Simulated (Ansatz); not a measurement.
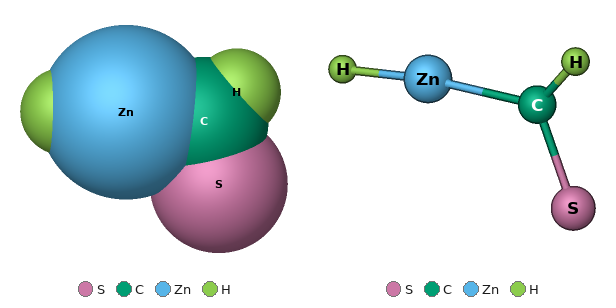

Two views of one molecule.

Description:

The molecule is CH2SZn. The point group is Cs. All atoms lie on one plane. Coordination: 1 C trigonal planar; 1 Zn linear.

The parts below concern this one geometry. Atoms keep their numbers from picture to picture. The computed structure is the end point of a PBE0-D4/def2-TZVP optimisation. No frequency run is at hand to confirm it as a minimum.

Shape

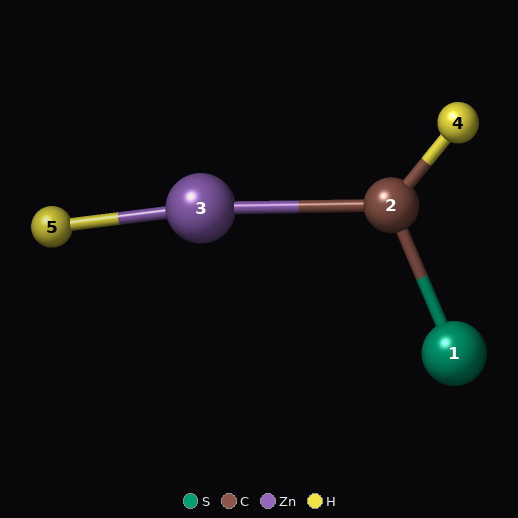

Atoms carry their numbers in the input. No frequency run is at hand to confirm it as a minimum.

Give these bond angles: S1–C2–Zn3, S1–C2–H4, Zn3–C2–H4, C2–Zn3–H5.

```csv
angle,degrees
S1–C2–Zn3,110.9
S1–C2–H4,118.2
Zn3–C2–H4,130.8
C2–Zn3–H5,173.9
```

Electronic properties

No frequency run is at hand to confirm it as a minimum. Properties computed with RKS PBE0-D4/def2-TZVPP (Ansatz 0.2.0).

Question: Give the HOMO–LUMO gap at this level.

Answer: 3.47 eV.

Question: Give the HOMO energy (Kohn–Sham orbital) at this level.

Answer: −6.11 eV.

Dipole moment

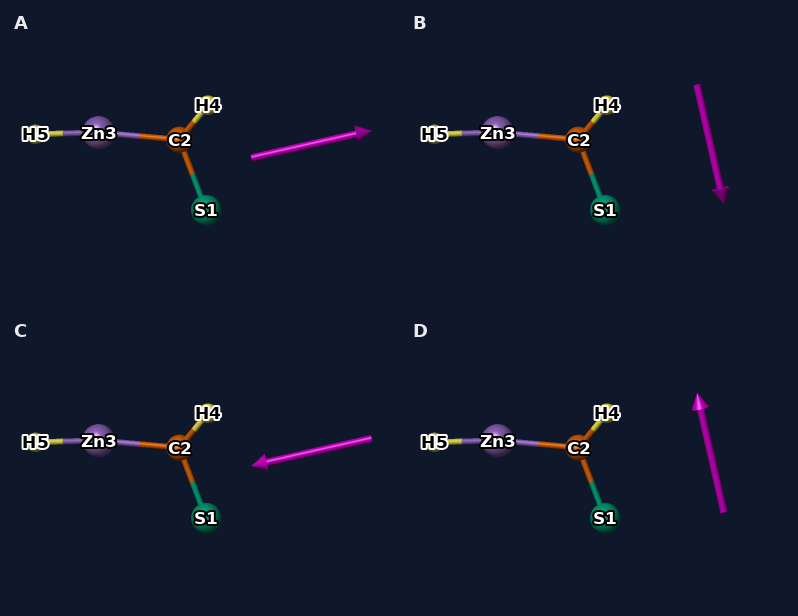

The same molecule four times, each with an arrow. No frequency run is at hand to confirm it as a minimum. Method: RKS PBE0-D4/def2-TZVP (Ansatz 0.2.0).

Question: Which arrow points along the dipole moment, from the negative to the positive end?

Answer: D. The dipole moment is 1.75 D; it points from the side of S1 to the side of H4, H5 (the outermost atoms at the two ends).

Charges

The questions are on Mulliken charges. No frequency run is at hand to confirm it as a minimum. Level of theory: RKS PBE0-D4/def2-TZVP (Ansatz 0.2.0).

Question: Which atom carries the highest charge (most positive or least negative)?

Answer: Zn3 (0.22 e).

Question: And the lowest?

Answer: S1, C2 (−0.17 e).

List the Mulliken charges.

```tsv
atom	value (e)
S1	−0.17
C2	−0.17
Zn3	0.22
H4	0.16
H5	−0.04
```

Mulliken values depend strongly on the basis set and can even reverse the polarity of a bond.
